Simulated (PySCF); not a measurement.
**C$_{2}$H$_{7}$NSi: density, localisation and related maps**

Input file:

```
{"job": {"kind": "nmr", "xc": "PBE0", "basis": "pcSseg-1"}, "charge": 0, "multiplicity": 1}
C     -2.046854     0.183752    -0.358542
C     -0.894251     0.330479     0.273105
Si     0.659023    -0.674380    -0.069688
N      1.961982     0.442598     0.111187
H     -2.923133     0.770956    -0.124296
H     -2.170704    -0.540046    -1.148626
H     -0.832763     1.073260     1.059975
H      0.897009    -1.695855     0.954174
H      0.540798    -1.313989    -1.391477
H      2.905197     0.092745     0.065582
H      1.909120     1.333150    -0.357437
```

Command:

```sh
OMP_NUM_THREADS=1 python probes_run.py task.json out
```

Geometry: GFN2-xTB.

Level of theory: PBE0/pcSseg-1, SCF density, gas phase, non-relativistic (PySCF).

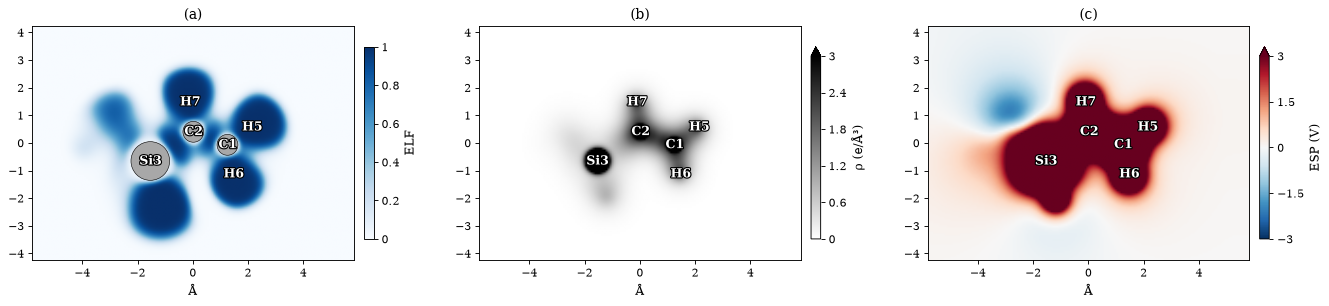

Figure 1. (a) electron localisation function; (b) total electron density; (c) molecular electrostatic potential on the plane of atoms C2, C1 and H6. Grey discs cover the atomic cores in the ELF map.

Question: What do the fields say about this system?

Answer: Atoms in the plane: C, Si and H. C–C (1.32 Å): ρ at the midpoint is about 2.3 e/Å³; the ELF peaks at about 0.90 between the atoms: a short, multiple covalent bond. C–Si (1.88 Å): ρ at the midpoint is about 0.94 e/Å³; the ELF peaks at about 0.95 between the atoms, as expected for localised, covalent bonding. C–H (1.08 Å): the density is about 2 e/Å³ at the midpoint; the ELF climbs to about 1 towards the hydrogen, as it does in any bond to H (a covalent bond by its length). Outside the dense part of the molecule the potential is most negative (−2.0 V) near N4, which lies off the plane.

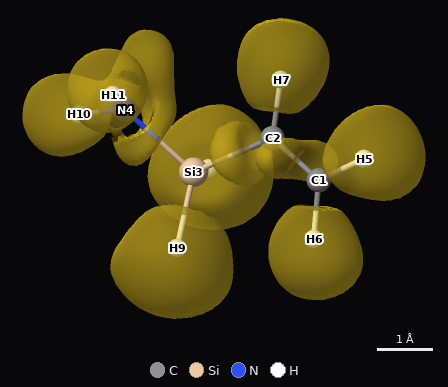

Figure 2. Isosurface of the ELF at 0.8 (yellow), seen at a tilt. Only the valence region is drawn (cores and ρ < 0.01 e/Å³ removed).

Question: Describe the localisation domains.

Answer: The surface consists of one region between bonded C–C atoms (shared pairs), one region between bonded C–Si atoms (shared pairs), five regions around hydrogen nuclei and one joined region spread over several atoms (H, N), in which their bonds and any lone pairs are merged. Profiles from the grid: Si–N (1.73 Å): the ELF peaks at about 0.90 between the atoms: a polar covalent bond.

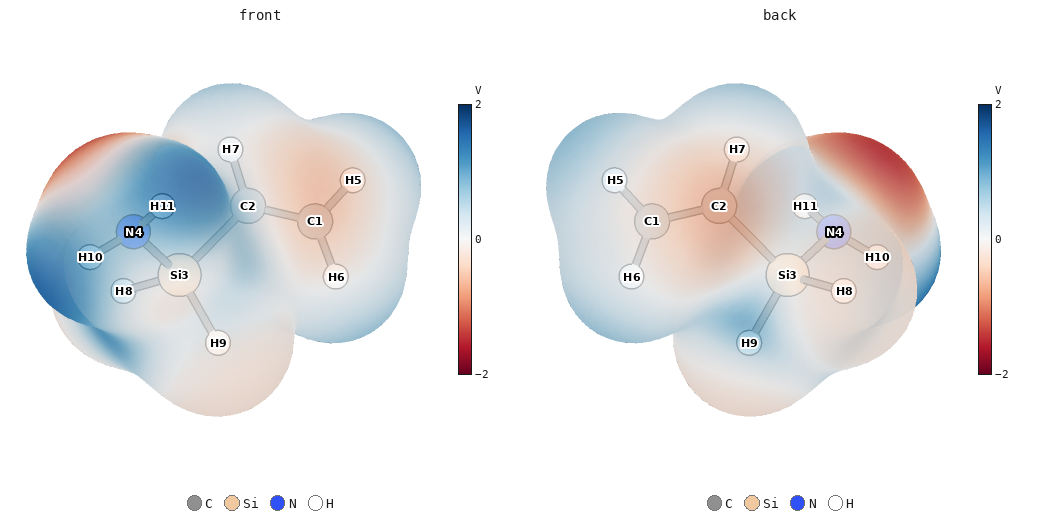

Figure 3. The molecular electrostatic potential painted on the density surface at 0.002 e/bohr³, seen from the front and from behind; the colour scale runs from red (negative) to blue (positive).

Question: Which sites attract a positive test charge, and which a negative one?

Answer: A positive charge is drawn to the negative regions and a negative charge to the positive ones. The most negative region (about −1.5 V) lies over N4, the most positive (about +1.5 V) over H10 and H11. N4 is the likeliest acceptor of a hydrogen bond.
